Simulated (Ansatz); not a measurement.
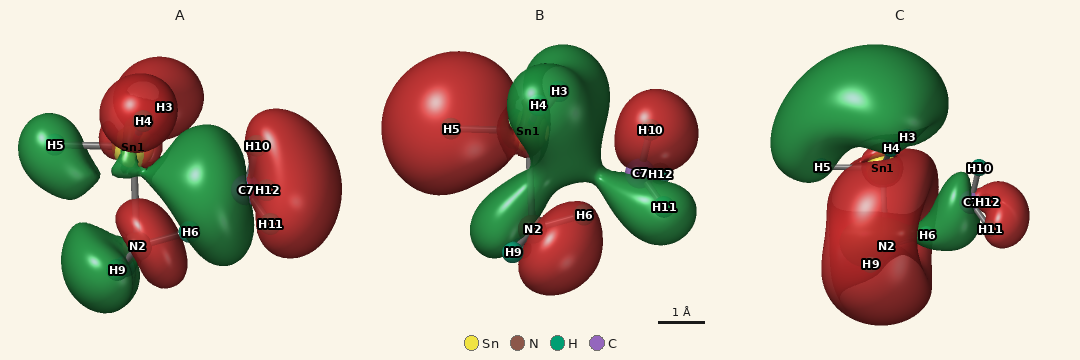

*H6NSn···CH3. Three frontier orbitals at ±0.05 Å⁻³ᐟ² (green and red are the two phases), in no order.*

A transition-state structure; geometry: PBE0-D4/def2-TZVP; core potentials replace the inner electrons of Sn.

Level of theory: RKS PBE0-D4/def2-TZVPP in Ansatz.

Input file:

```
crystal:
  periodic: [false, false, false]
  atoms:
    - {symbol: Sn, position_ang: [-1.329651, 0.019767, -0.008496]}
    - {symbol: N, position_ang: [0.276836, -0.881032, 1.170745]}
    - {symbol: H, position_ang: [-1.494715, -0.481825, -1.628117]}
    - {symbol: H, position_ang: [-1.535483, 1.664810, 0.375438]}
    - {symbol: H, position_ang: [-2.582288, -0.825485, 0.852025]}
    - {symbol: H, position_ang: [0.861934, -0.229843, 0.356563]}
    - {symbol: C, position_ang: [1.094461, 0.660856, -0.885658]}
    - {symbol: H, position_ang: [0.378997, -1.889237, 1.108807]}
    - {symbol: H, position_ang: [0.347859, -0.602845, 2.144680]}
    - {symbol: H, position_ang: [0.581479, 1.507963, -1.352825]}
    - {symbol: H, position_ang: [2.009058, 1.077619, -0.443319]}
    - {symbol: H, position_ang: [1.391613, -0.020848, -1.689842]}
basis:
  gaussian: {orbitals: def2-TZVPP}
hamiltonian: {xc: pbe0, dispersion: d4}
output: {orbitals: {seedname: orbitals}}
```

Launched as:

```sh
ansatz run in.yaml --threads 4 --pin off --events-out ev --progress --plain --max-ram 9574MiB
```

Which picture is the HOMO−1, the HOMO and the LUMO?

B is the HOMO−1 (−8.05 eV). By Hirshfeld shares it lies mainly on H5 (about 35 %), Sn1 (about 30 %), N2 (about 15 %) and C7 (about 5 %). A is the HOMO (−5.92 eV). By Hirshfeld shares it lies mainly on C7 (about 45 %), N2 (about 15 %), Sn1 (about 10 %) and H6 (about 5 %). C is the LUMO (−0.42 eV). Its weight (Hirshfeld) is mainly on Sn1 (about 50 %), N2 (about 15 %), H8 (about 5 %) and H9 (about 5 %).

What is the HOMO–LUMO gap?

5.50 eV between the orbital energies.
